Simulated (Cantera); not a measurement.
A closed system holds: 1 mol Si, 0.85 mol F2, 11 mol N2, 1.7 mol HCl, at 0.133 bar.

These are equilibrium values from Cantera (NASA tables, ideal gas, pure condensed phases), not measurements of a reactor. Candidate condensed phases: NH4Cl, Si, Si3N4; 49 gas species. N2 is the only nitrogen source here; it is nearly inert below about 1500 K, so the nitride shown seldom forms there in practice. The tables' values for SiF3, SiCl3, SiF2 are old estimates; treat these amounts as uncertain. Kinetics and transport are ignored.

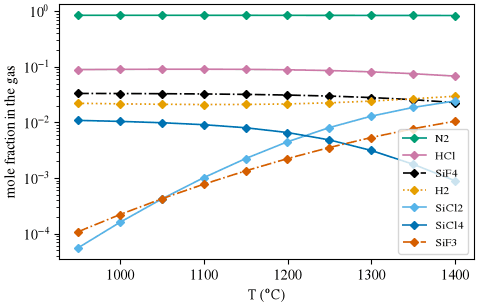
Figure: Equilibrium gas composition (values under 1e-9 drawn at 1e-9)

### Question
Read off the mole fractions at 950 °C.

### Answer
N2 about 0.84, HCl about 0.089, SiF4 about 0.033, H2 about 0.022, SiCl4 about 0.011, SiF3 about 0.00011, SiCl2 about 5.6e-5.
